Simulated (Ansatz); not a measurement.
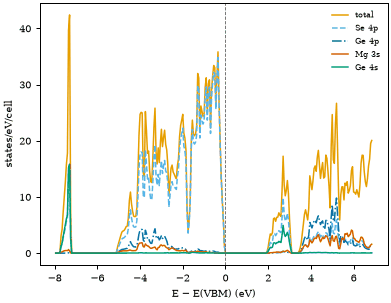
*Total and projected density of states of Mg2GeSe4 in space group Pnma (No. 62; Pearson symbol oP28), r²SCAN in the plane-wave PAW code Ansatz*

Question: Which orbitals carry the states next to the gap?

Answer: Top 1 eV of the valence band: Se 4p 96 %. Bottom 1 eV of the conduction band: Se 4p 56 %, Ge 4s 29 %, outside the projected shells 8 %. Projections are on Löwdin-orthogonalised atomic valence shells; empty p or d shells of many metals are not among them.

Question: Where is the tallest occupied peak in this window, and what makes it?

Answer: Near -7.3 eV, about 42 states/eV per cell; the largest projected share is Ge 4s.

The workflow started from a Materials Project entry (that database holds measured and hypothetical structures alike); the Crystallography Open Database files this formula in space group No. 62, but the cells were not matched. Whether it is the stable phase at ambient conditions was not checked. The cell was relaxed with r²SCAN under the symmetry of its start; its stability against distortions is not shown here. Spin–orbit coupling is left out wherever it is not named.

Potentials: the later of the program's two PAW sets.
